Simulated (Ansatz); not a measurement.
# C3H4FNO: rotation by 180° about the C2–C4 bond, part 2 of 2

How high is the barrier for the rotation by 180° about the C2–C4 bond? Relax the two ends, then run a nudged elastic band between them. SMILES of the start: C=C(O)C(=N)F.

Ansatz 0.2.0; RKS r2SCAN/STO-3G.

## (6) Vibrations at the top

The geometry is the highest inner image of the first converged band.

input.yaml

```yaml
crystal:
  periodic: [false, false, false]
  atoms:
    - { symbol: C, position_ang: [-0.307262, -1.422362, 0.377984] }
    - { symbol: C, position_ang: [0.109577, -0.139678, 0.441127] }
    - { symbol: O, position_ang: [0.800743, 0.460234, 1.514458] }
    - { symbol: C, position_ang: [-0.146298, 0.874222, -0.685068] }
    - { symbol: "N", position_ang: [0.738587, 1.07381, -1.644034] }
    - { symbol: F, position_ang: [-1.35608, 1.52435, -0.589809] }
    - { symbol: H, position_ang: [-0.835569, -1.797351, -0.499521] }
    - { symbol: H, position_ang: [-0.115604, -2.126278, 1.192959] }
    - { symbol: H, position_ang: [0.90614, -0.322984, 2.168724] }
    - { symbol: H, position_ang: [0.288767, 1.824835, -2.27392] }
basis:
  gaussian: { orbitals: STO-3G }
hamiltonian:
  xc: r2scan
phonons: {}
```

Command:

```console
> ansatz run input.yaml --threads 1 --pin off --max-ram 2048MiB --backend cpu --events-out ev --progress --plain --runs-dir out
```

The program printed, shortened:

```text
Warning: RAYON_NUM_THREADS=1 ignored (pool sized by the plan → 1); use --threads N
[...]
Functional definition: r2SCAN
[...]
521 factors; integrals over basis functions are off by at most 1.1e-5 eV
[...]
mean field -9298.42065822 eV, -341.7106564938 hartree, gradient 3.6e-6 eV, S^2 0.000000; 0 other end points of the search recorded, 0 dependent functions left out
[...]
reference -9298.42066341 eV, -341.7106566844 hartree; 23, 23 occupied and 11, 11 virtual orbitals, 521 factors
[...]
521 factors; integrals over basis functions are off by at most 1.1e-5 eV
mean field -9298.42058085 eV, -341.7106536505 hartree, gradient 1.2e-6 eV, S^2 0.000000; 0 other end points of the search recorded, 0 dependent functions left out
[...]
reference -9298.42058604 eV, -341.7106538411 hartree; 23, 23 occupied and 11, 11 virtual orbitals, 521 factors
[...]
521 factors; integrals over basis functions are off by at most 1.1e-5 eV
[...]
WARN: phonons: modes at or below zero, which the zero-point energy, F, S and C_V leave out: 1, the lowest at -68.34 cm⁻¹. A minimum has none, and a first-order saddle one
[...]
Atom 1 at     0.109577    -0.139678     0.441127 Å, force    -0.001701    -0.001923     0.000503 eV/Å
Atom 2 at     0.800743     0.460234     1.514458 Å, force    -0.001309     0.000958    -0.000687 eV/Å
Atom 3 at    -0.146298     0.874222    -0.685068 Å, force     0.004767    -0.000676    -0.003471 eV/Å
Atom 4 at     0.738587     1.073810    -1.644034 Å, force    -0.003860     0.003066     0.004166 eV/Å
Atom 5 at    -1.356080     1.524350    -0.589809 Å, force     0.000809     0.002784     0.001450 eV/Å
Atom 6 at    -0.835569    -1.797351    -0.499521 Å, force    -0.000197     0.000961     0.000013 eV/Å
Atom 7 at    -0.115604    -2.126278     1.192959 Å, force     0.000039     0.000392    -0.000292 eV/Å
Atom 8 at     0.906140    -0.322984     2.168724 Å, force    -0.000321     0.000119    -0.000290 eV/Å
Atom 9 at     0.288767     1.824835    -2.273920 Å, force    -0.000081    -0.002802    -0.001854 eV/Å
Dipole moment:    -0.248017    -0.093137     0.244137 e Å
Vibrations: -68.34 220.82 226.92 358.33 512.76 543.58 654.21 667.68 741.70 789.20 831.28 926.25 1034.34 1161.53 1277.15 1446.65 1542.50 1588.58 1715.06 1818.73 3408.74 3435.56 3574.34 3714.27 cm⁻¹, zero-point energy 1.995538 eV
```

It took 4.1 min on 1 thread of Intel Xeon at 2.50GHz (Skylake/Cascade Lake), shared host; peak memory 0.13 GiB.

Of 24 modes, 1 is imaginary by more than 30 cm⁻¹ (68i cm⁻¹).

## (7) Another band, settings changed

crystal.atoms is end A as relaxed above, and neb.final_atoms is end B, turned to lie on A. With 8 inner images the band has 10 in all.

input.yaml

```yaml
crystal:
  periodic: [false, false, false]
  atoms:
    - { symbol: C, position_ang: [0.378588, -1.39564, 0.236831] }
    - { symbol: C, position_ang: [0.0451, -0.108072, 0.484621] }
    - { symbol: O, position_ang: [-0.091302, 0.501807, 1.750004] }
    - { symbol: C, position_ang: [-0.239942, 0.895888, -0.622336] }
    - { symbol: "N", position_ang: [-0.198399, 0.554144, -1.901072] }
    - { symbol: F, position_ang: [-0.532562, 2.154695, -0.15395] }
    - { symbol: H, position_ang: [0.450765, -1.741519, -0.795888] }
    - { symbol: H, position_ang: [0.579687, -2.105979, 1.043447] }
    - { symbol: H, position_ang: [0.125618, -0.270242, 2.387472] }
    - { symbol: H, position_ang: [-0.434552, 1.463718, -2.426229] }
basis:
  gaussian: { orbitals: STO-3G }
hamiltonian:
  xc: r2scan
neb:
  order_check: false
  images: 8
  f_tol: 0.05
  max_iterations: 45
  initial_path: idpp
  climbing: false
  final_atoms:
    - { symbol: C, position_ang: [0.39358704, -1.45016024, 0.34733409] }
    - { symbol: C, position_ang: [0.05086831, -0.14116513, 0.42300293] }
    - { symbol: O, position_ang: [-0.11866582, 0.61868943, 1.59456268] }
    - { symbol: C, position_ang: [-0.19981133, 0.69665848, -0.8201449] }
    - { symbol: "N", position_ang: [-0.50072295, 1.98356029, -0.73027752] }
    - { symbol: F, position_ang: [-0.08065912, -0.00293734, -1.99707177] }
    - { symbol: H, position_ang: [0.49490833, -1.93047202, -0.62714723] }
    - { symbol: H, position_ang: [0.57426126, -2.05411472, 1.23982265] }
    - { symbol: H, position_ang: [0.08494507, -0.07078089, 2.32703518] }
    - { symbol: H, position_ang: [-0.61570979, 2.29952213, -1.75421613] }
```

Command:

```console
> ansatz run input.yaml --threads 1 --pin off --max-ram 2048MiB --backend cpu --events-out ev --progress --plain --runs-dir out
```

The program printed, shortened:

```text
Warning: RAYON_NUM_THREADS=1 ignored (pool sized by the plan → 1); use --threads N
[...]
Functional definition: r2SCAN
[...]
525 factors; integrals over basis functions are off by at most 1.2e-5 eV
[...]
mean field -9298.63346406 eV, -341.7184769641 hartree, gradient 9.3e-6 eV, S^2 0.000000; 0 other end points of the search recorded, 0 dependent functions left out
[...]
reference -9298.63346918 eV, -341.7184771524 hartree; 23, 23 occupied and 11, 11 virtual orbitals, 525 factors
528 factors; integrals over basis functions are off by at most 1.6e-5 eV
[...]
mean field -9298.62726278 eV, -341.7182490711 hartree, gradient 3.1e-5 eV, S^2 0.000000; 0 other end points of the search recorded, 0 dependent functions left out
[...]
reference -9298.62726802 eV, -341.7182492639 hartree; 23, 23 occupied and 11, 11 virtual orbitals, 528 factors
[...]
Atom 0 at    -0.362662    -1.410352     0.384344 Å, force    -0.009266    -0.007648     0.006281 eV/Å
Atom 1 at     0.117201    -0.149154     0.435191 Å, force    -0.001427     0.011486    -0.012023 eV/Å
Atom 2 at     0.878556     0.412102     1.481087 Å, force     0.001320    -0.004856    -0.003114 eV/Å
Atom 3 at    -0.132807     0.877631    -0.680753 Å, force    -0.019079     0.010161    -0.000436 eV/Å
Atom 4 at     0.776123     1.124043    -1.605771 Å, force     0.009045    -0.001401     0.013261 eV/Å
Atom 5 at    -1.366914     1.485508    -0.618309 Å, force     0.007241    -0.026889    -0.004055 eV/Å
Atom 6 at    -0.941197    -1.755408    -0.473584 Å, force    -0.004611     0.003841     0.002537 eV/Å
Atom 7 at    -0.173345    -2.127650     1.187964 Å, force     0.000021     0.003171     0.004187 eV/Å
Atom 8 at     0.967586    -0.377117     2.130782 Å, force     0.010292     0.000567    -0.004322 eV/Å
Atom 9 at     0.320460     1.869198    -2.238050 Å, force     0.006464     0.011568    -0.002315 eV/Å
Dipole moment:    -0.256138    -0.105347     0.236834 e Å
this run last wrote the band of iteration 5 to <dir>
```

Wall time 4.6 min (1 thread of Intel Xeon at 2.50GHz (Skylake/Cascade Lake), shared host); peak memory 0.13 GiB.

## (8) Images and barrier

Images 0 and 9 are the ends. Energies count from image 0; the path length is the program's own measure over all atoms.

| image | path (Å) | energy (eV) | dihedral O3–C2–C4–F6 (°) | band force (eV/Å) |
| --- | --- | --- | --- | --- |
| 0 | 0.000 | 0.0000 | 1 | - |
| 1 | 0.545 | 0.0191 | -18 | 0.016 |
| 2 | 1.090 | 0.0759 | -38 | 0.015 |
| 3 | 1.634 | 0.1475 | -58 | 0.021 |
| 4 | 2.179 | 0.2005 | -78 | 0.039 |
| 5 | 2.724 | 0.2107 | -99 | 0.019 |
| 6 | 3.269 | 0.1721 | -120 | 0.022 |
| 7 | 3.813 | 0.1012 | -140 | 0.030 |
| 8 | 4.358 | 0.0347 | -160 | 0.022 |
| 9 | 4.903 | 0.0062 | -178 | - |

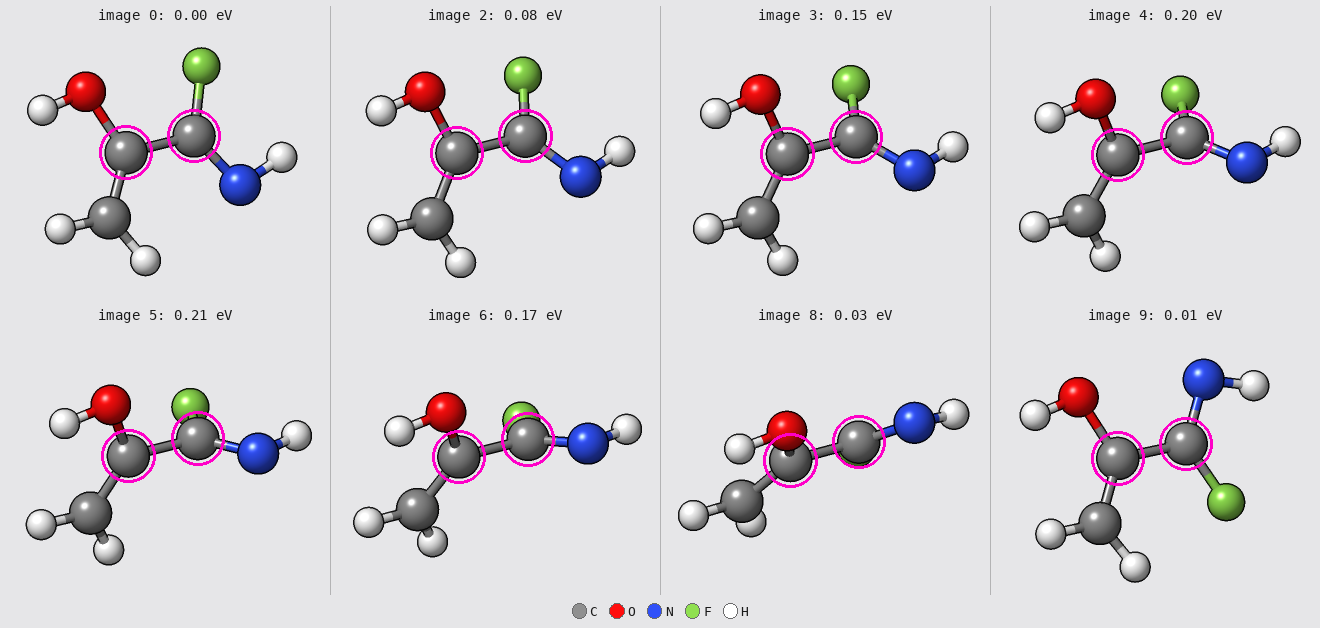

The images of the last band, seen from a free direction. Ringed: C2, C4. Sticks join atoms closer than a bonding distance in each image.

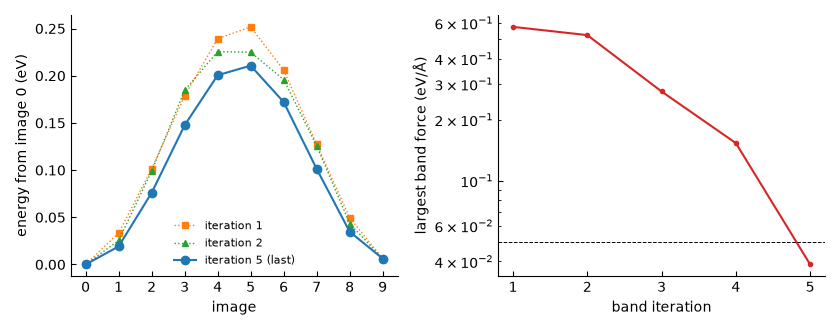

Left: energy of each image for early iterations and the last one (lines only join the points; early values far above the last band run off the scale). Right: the largest band force by iteration, with the threshold dashed.

## (9) Summary of results

What follows sums up all 2 parts.

| quantity | value |
| --- | --- |
| end A | 6 moves, 0.585 eV lower |
| end B | 6 moves, 0.569 eV lower |
| first band: barrier forwards | 0.21 eV |
| first band: barrier backwards | 0.21 eV |
| first band: second end relative to first | +0.006 eV |
| first band: highest image | 3 of 0 to 6, climbing |
| first band: band iterations | 7 |
| imaginary modes at the top | 68i cm⁻¹ |
| second band | top 0.211 eV above image 0, 5 iterations, 8 inner images, none climbing |
| time, first and second band | 3.9 min and 4.6 min |

In the first band: along this path the system climbs 0.21 eV from the first end (8 kT at 300 K); with a typical attempt rate of 10^13 per second that is roughly 10^9 events a second. The two ends lie within 7 meV of each other. The listed dihedral goes from 1° at end A through -92° at the highest image to -178° at end B. One imaginary mode, as a first-order saddle point has. The second band's top lies 2 meV below the first's, as a band that doesn't climb stops under the top. Zero-point energy and entropy are left out. In so small a basis the energies are only a sketch.
